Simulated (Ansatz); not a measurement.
**CH5InO3: from a rough start to a minimum**

The task is to find a stationary geometry of CH5InO3, then compute its harmonic vibrations to see whether it is a minimum and to get the zero-point energy and entropy, and look at its orbitals and charge.

The runs use Ansatz 0.2.0, Gaussian basis; RKS PBE0-D4/def2-TZVP.

Levels to be run: relaxation at PBE0-D4/def2-TZVP; harmonic vibrations at the same level; a single point in def2-TZVPP for the fields.

## 1. The starting structure

10 atoms, charge 0, spin multiplicity 1.

Atoms are counted from 1 here; the program's logs count them from 0.

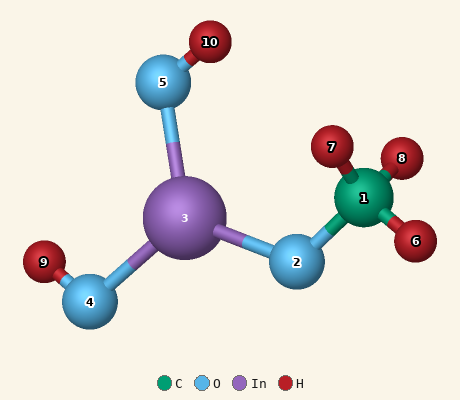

Start geometry, drawn with carbon teal, oxygen blue, indium purple, hydrogen red; atoms are numbered from 1 in the order of the file.

Coordinates:

```xyz
10

C     0.55148   -1.73985   -0.52015
O     0.57943   -0.95741    0.64294
In   -0.16892    0.89755    0.69046
O    -0.19609    2.03642    2.25564
O    -0.93407    1.69948   -0.91847
H     1.04054   -2.68209   -0.25262
H     1.10931   -1.28551   -1.34843
H    -0.46972   -1.96443   -0.85259
H    -0.59804    2.86517    1.98884
H    -0.91391    1.13067   -1.68562
```

The start is a GFN2-xTB geometry. In takes the def2 core potential; no spin-orbit term is included.

## 2. Optimising with PBE0-D4/def2-TZVP

The input, in.yaml:

```yaml
crystal:
  periodic: [false, false, false]
  atoms:
    - {symbol: C, position_ang: [0.551480, -1.739850, -0.520150]}
    - {symbol: O, position_ang: [0.579430, -0.957410, 0.642940]}
    - {symbol: In, position_ang: [-0.168920, 0.897550, 0.690460]}
    - {symbol: O, position_ang: [-0.196090, 2.036420, 2.255640]}
    - {symbol: O, position_ang: [-0.934070, 1.699480, -0.918470]}
    - {symbol: H, position_ang: [1.040540, -2.682090, -0.252620]}
    - {symbol: H, position_ang: [1.109310, -1.285510, -1.348430]}
    - {symbol: H, position_ang: [-0.469720, -1.964430, -0.852590]}
    - {symbol: H, position_ang: [-0.598040, 2.865170, 1.988840]}
    - {symbol: H, position_ang: [-0.913910, 1.130670, -1.685620]}
basis:
  gaussian: {orbitals: def2-TZVP}
hamiltonian: {xc: pbe0, dispersion: d4}
relax: {f_tol: 0.005, max_steps: 150}
```

On the command line:

```
> ansatz run in.yaml --threads 4 --pin off --events-out ev --progress --plain --max-ram 10444MiB
```

The runs that follow: Harmonic vibrations; Fields at the relaxed geometry.

**Question.** What will the summary of the whole plan be? Wanted: point group; shift from the start; total energy; dispersion term; dipole moment; lowest, highest wavenumber; zero-point energy; HOMO, LUMO.

The runs gave:

```
                  quantity            value
               point group               Cs
                     steps                6
shift from the start (rms)          0.067 Å
              total energy   -12429.5564 eV
           dispersion term         -144 meV
             dipole moment           2.03 D
lowest, highest wavenumber    41, 3888 cm⁻¹
         zero-point energy     176.3 kJ/mol
       entropy at 298.15 K  395.6 J/(mol K)
                HOMO, LUMO  -7.85, -1.89 eV
```

In words: The atoms moved 0.07 Å (rms) from the start; the bond that changed most is In3–O5, from 1.954 to 1.984 Å. No mode is imaginary: a true minimum at this level. The stiffest mode, 3888 cm⁻¹, is an O–H stretch, and 5 modes under 200 cm⁻¹ make the vibrational entropy uncertain. Harmonic hybrid wavenumbers usually lie a few per cent above measured fundamentals. The largest Mulliken charge, +1.00 e, sits on In3. The HOMO lies mostly on O2 69 %; H7, H8 about 10 % each and the LUMO on In3 40 %; O2, O4, O5 about 14 % each.
